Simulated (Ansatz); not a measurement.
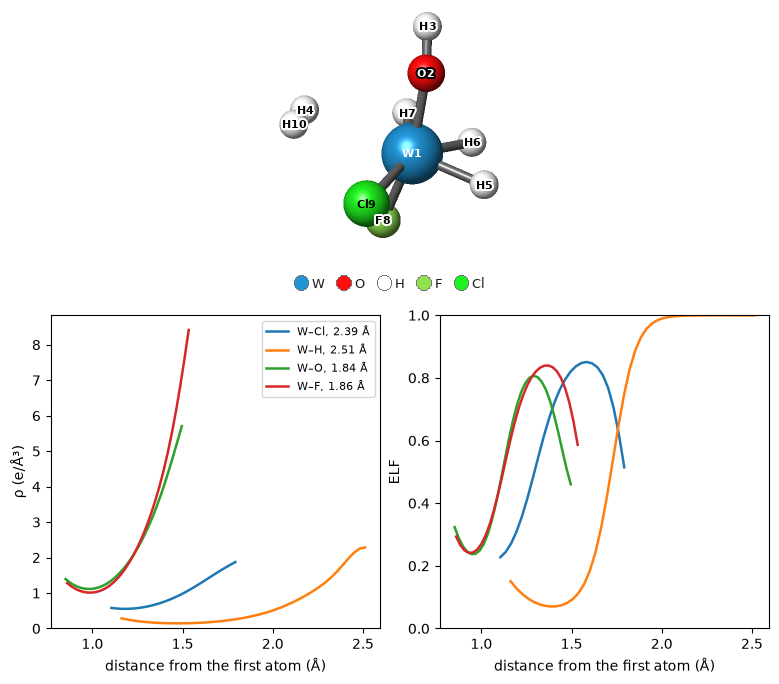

Figure 1: ClFH4OW···H2. Electron density and ELF along straight lines between neighbouring atoms. The curves leave out the atomic cores. The structure is drawn too.

Core potentials replace the inner electrons of W.

Computed with RKS PBE/def2-SVP (Ansatz).

The calculation's input:

```
crystal:
  periodic: [false, false, false]
  atoms:
    - { symbol: W, position_ang: [-0.11615, -0.089385, 0.097949] }
    - { symbol: O, position_ang: [-0.218681, 0.062966, 1.984122] }
    - { symbol: H, position_ang: [-0.321086, 0.737707, 2.69226] }
    - { symbol: H, position_ang: [1.555211, -0.679363, -0.08068] }
    - { symbol: H, position_ang: [-1.395642, 1.074028, -0.221123] }
    - { symbol: H, position_ang: [-1.655634, -0.585254, -0.431929] }
    - { symbol: H, position_ang: [-0.271931, -1.740612, -0.217229] }
    - { symbol: F, position_ang: [0.338567, 0.567418, -1.583738] }
    - { symbol: Cl, position_ang: [2.03782, 2.241233, 1.769046] }
    - { symbol: H, position_ang: [1.825027, 0.929062, 1.962822] }
basis:
  gaussian: { orbitals: def2-SVP }
hamiltonian:
  xc: pbe
relax:
  f_tol: 0.03
  max_steps: 50
output:
  orbitals: {}
```

Command:

```sh
ansatz run input.yaml --threads 2 --pin off --max-ram 3072MiB --backend cpu --events-out ev --progress --plain --runs-dir out
```

The fields are those of the run's last geometry, not of the input's.

What can be read from the curves?

W–Cl (2.39 Å): ρ is about 0.55 e/Å³ halfway; the ELF peaks at about 0.85 in the valence shell of Cl, 0.8 Å from its nucleus, and is about 0.30 at the midpoint.
W1···H4 (2.51 Å): the density falls to about 0.15 e/Å³ on the way; the ELF dips to about 0.05 between them.
W–O (1.84 Å): the density is about 1.2 e/Å³ at the midpoint; the ELF peaks at about 0.80 in the valence shell of O, 0.6 Å from its nucleus, and drops to about 0.25 between the two atoms.
W–F (1.86 Å): ρ at the midpoint is about 1.1 e/Å³; the ELF peaks at about 0.85 in the valence shell of F, 0.5 Å from its nucleus, and drops to about 0.25 between the two atoms.
